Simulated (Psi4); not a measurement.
# Si2H6 (disilane): CCSD/aug-cc-pVDZ

What is the energy change on altering one bond length of Si2H6 (disilane) at CCSD/aug-cc-pVDZ? 

Program for the calculation: Psi4 1.11.

## Step 1: Starting point

The species is Si2H6 (8 atoms), meant as a singlet with charge 0. SMILES: `[SiH3][SiH3]`. The coordinates come from a PBE0-D4/def2-TZVP relaxation.

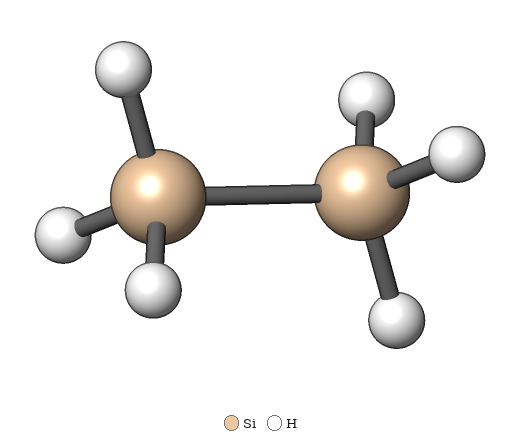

Viewed from a chosen angle; silicon light orange, hydrogen white.

## Step 2: A single-point energy at CCSD/aug-cc-pVDZ

h6si2.xyz reads:

```xyz
8
H6Si2
Si    -0.340500     0.490200    -1.004900
Si     0.363500    -0.504400     0.991000
H      0.833900     0.948200    -1.794900
H     -1.112900    -0.483900    -1.821900
H     -1.208000     1.664100    -0.717900
H      1.139000     0.468600     1.806300
H      1.228100    -1.680500     0.704000
H     -0.811000    -0.959200     1.782600
```

job.py reads:

```python
import psi4

psi4.set_memory(1600000000)
psi4.set_num_threads(1)
psi4.set_output_file('run.log', False)

with open('h6si2.xyz') as f:
    atoms = ''.join(f.readlines()[2:])
molecule = psi4.geometry('0 1\n' + atoms + 'symmetry c1')

psi4.set_options({
    'basis': 'aug-cc-pVDZ',
    'reference': 'rhf',
    'puream': True,
    'e_convergence': 1e-09,
    'd_convergence': 1e-08,
    'scf_type': 'pk',
    'num_frozen_docc': 10,
})

result, w = psi4.energy('ccsd', molecule=molecule, return_wfn=True)
print(f'ccsd energy: {result:.10f} Eh')
```

Launch:

```
python job.py
```

run.log, cut to the lines that bear on the results:

```text
[...]
  Running in c1 symmetry.
[...]
  Nuclear repulsion =   90.773081159957201
[...]
  Multiplicity = 1
[...]
  Nalpha       = 17
  Nbeta        = 17
[...]
    Number of basis functions: 108
[...]
   @RHF iter   1:  -581.29128477876202   -5.93747e-01   1.60221e-03 ADIIS/DIIS
[...]
   @RHF iter   8:  -581.34058151883835   -1.15733e-10   9.20177e-09 DIIS
[...]
    Orbital Energies [Eh]
    ---------------------
    Doubly Occupied:
       1A    -68.781394     2A    -68.781391     3A     -6.130834
       4A     -6.130718     5A     -4.236903     6A     -4.236645
       7A     -4.236645     8A     -4.236560     9A     -4.236560
      10A     -4.236211    11A     -0.760002    12A     -0.679671
      13A     -0.498959    14A     -0.498949    15A     -0.470815
      16A     -0.470805    17A     -0.404562
[...]
  @RHF Final Energy:  -581.34058151883835
   => Energetics <=
    Nuclear Repulsion Energy =             90.7730811599572007
    One-Electron Energy =                -986.1720785910729319
    Two-Electron Energy =                 314.0584159122773826
    Total Energy =                       -581.3405815188383485
[...]
 Multipole Moments:
 ------------------------------------------------------------------------------------
     Multipole            Electronic (a.u.)      Nuclear  (a.u.)        Total (a.u.)
 ------------------------------------------------------------------------------------
 L = 1.  Multiply by 2.5417464519 to convert [e a0] to [Debye]
 Dipole X            :         -0.0001340            0.0000845           -0.0000495
 Dipole Y            :          0.0001381           -0.0000845            0.0000536
 Dipole Z            :          0.0001426           -0.0000845            0.0000581
 Magnitude           :                                                    0.0000933
[...]
      * MP2 total energy                      = -581.564642149275983
[...]
      * CCSD total energy                     = -581.617634282767426
```

The script printed:

```text
ccsd energy: -581.6176342828 Eh
```

Wall time 75 s (1 thread of Intel Xeon Platinum 8259CL at 2.50GHz (Skylake/Cascade Lake), shared host); peak memory 1.2 GiB.

## Step 3: The distorted shape

h6si2.inp reads:

```
memory 1.6 GB

molecule geom {
  0 1
  Si    -0.080242     0.138019    -1.091003
  Si     0.623758    -0.856581     0.904897
  H      1.094158     0.596019    -1.881003
  H     -0.852642    -0.836081    -1.908003
  H     -1.208000     1.664100    -0.717900
  H      1.399258     0.116419     1.720197
  H      1.488358    -2.032681     0.617897
  H     -0.550742    -1.311381     1.696497
  units angstrom
  symmetry c1
  no_reorient
  no_com
}

set {
  basis           aug-cc-pVDZ
  puream          true
  e_convergence   1e-09
  d_convergence   1e-08
  scf_type        pk
  num_frozen_docc 10
}

e, wfn = energy('ccsd', return_wfn=True)
```

Launch:

```
psi4 -i h6si2.inp -o h6si2.out -n 1
```

h6si2.out, cut to the lines that bear on the results:

```text
[...]
  Running in c1 symmetry.
[...]
  Nuclear repulsion =   89.313734226831301
[...]
  Multiplicity = 1
[...]
  Nalpha       = 17
  Nbeta        = 17
[...]
    Number of basis functions: 108
[...]
   @RHF iter   1:  -581.25014216988325   -6.82950e-01   1.59657e-03 DIIS/ADIIS
[...]
   @RHF iter   9:  -581.30184491843397   -7.36691e-11   9.19928e-09 DIIS
[...]
    Orbital Energies [Eh]
    ---------------------
    Doubly Occupied:
       1A    -68.812825     2A    -68.788312     3A     -6.156069
       4A     -6.137446     5A     -4.262052     6A     -4.261968
       7A     -4.261462     8A     -4.243301     9A     -4.243247
      10A     -4.243236    11A     -0.758599    12A     -0.672952
      13A     -0.505643    14A     -0.493172    15A     -0.477055
      16A     -0.433352    17A     -0.399371
[...]
  @RHF Final Energy:  -581.30184491843397
   => Energetics <=
    Nuclear Repulsion Energy =             89.3137342268313006
    One-Electron Energy =                -982.9310341368884565
    Two-Electron Energy =                 312.3154549916231417
    Total Energy =                       -581.3018449184339715
[...]
 Multipole Moments:
 ------------------------------------------------------------------------------------
     Multipole            Electronic (a.u.)      Nuclear  (a.u.)        Total (a.u.)
 ------------------------------------------------------------------------------------
 L = 1.  Multiply by 2.5417464519 to convert [e a0] to [Debye]
 Dipole X            :        -16.7620966           16.9690112            0.2069146
 Dipole Y            :         22.1376814          -22.4187149           -0.2810334
 Dipole Z            :          5.8007536           -5.8161972           -0.0154436
 Magnitude           :                                                    0.3493307
[...]
      * MP2 total energy                      = -581.527846285768760
[...]
      * CCSD total energy                     = -581.583052929609380
[...]
```

Wall time 77 s (1 thread of Intel Xeon Platinum 8259CL at 2.50GHz (Skylake/Cascade Lake), shared host); peak memory 1.2 GiB.

## Step 4: Summary of results

At CCSD/aug-cc-pVDZ, 10 core orbitals frozen:

| quantity | value |
| --- | --- |
| first shape: total energy | -581.61763 Eh |
| first shape: HOMO energy (Hartree–Fock orbitals) | -11.01 eV |
| first shape: LUMO energy (Hartree–Fock orbitals) | 1.07 eV |
| first shape: HOMO–LUMO gap (Hartree–Fock orbitals) | 12.08 eV |
| first shape: correlation energy (10 core orbitals frozen) | -277.1 mEh |
| first shape: T1 diagnostic | 0.013 |
| distorted shape: total energy | -581.58305 Eh |
| distorted shape: HOMO energy (Hartree–Fock orbitals) | -10.87 eV |
| distorted shape: LUMO energy (Hartree–Fock orbitals) | 1.01 eV |
| distorted shape: HOMO–LUMO gap (Hartree–Fock orbitals) | 11.88 eV |
| distorted shape: correlation energy (10 core orbitals frozen) | -281.2 mEh |
| distorted shape: T1 diagnostic | 0.014 |
| energy change with the Si1–H5 bond stretched from 1.488 to 1.934 Å | 0.941 eV |

In words: With the Si1–H5 bond stretched from 1.488 to 1.934 Å the energy rises by 0.94 eV (21.7 kcal/mol). The first shape isn't relaxed at this level, so the change isn't measured from a minimum.
